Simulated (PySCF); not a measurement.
Cl₅Ta, SMILES `Cl[Ta](Cl)(Cl)(Cl)Cl`.

Computed with PySCF, B3LYP/def2-SVP, geometry: GFN2-xTB. Core potentials replace the inner electrons of Ta; spin–orbit coupling isn't included. This is a single-reference result, which may miss multireference character in this system. No frequency check shows the geometry to be a minimum. A basis without diffuse functions makes polarisabilities too small. GFN2-xTB bond lengths at metals and heavier atoms can be off by up to 0.1 Å and shapes distorted, which carries into these values.

Coordinates in Å:

```
Cl1      2.3099    0.0015   -0.0006
Ta2     -0.0000    0.0000    0.0001
Cl3      0.0020   -2.1820   -0.5821
Cl4     -0.0020    1.5952   -1.5985
Cl5      0.0000    0.5868    2.1808
Cl6     -2.3099   -0.0017    0.0002
```

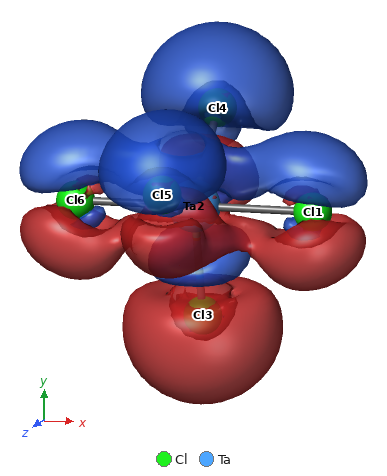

Change of the electron density in a uniform field of 0.21 V/Å, surfaces at ±0.0008 e/Å³ (red: gain, blue: loss).

> Along which Cartesian direction does the field point?

Along +y: electrons gather on the −y side, against the field.

> What dipole is induced, and what polarisability does it imply?

The induced dipole is 0.87 D (along the field); α along this axis, from the fields in both directions, is 86 bohr³ (12.7 Å³).

> Which atoms gain and lose the most charge?

Electrons gather most on Cl3 (Hirshfeld charge changes by −0.028 e) and leave Cl4 most (+0.021 e); 0.064 electrons are displaced in all.

The PySCF run took 57 s on 1 thread of AMD EPYC 7571, on a shared host, peak memory 0.64 GiB.
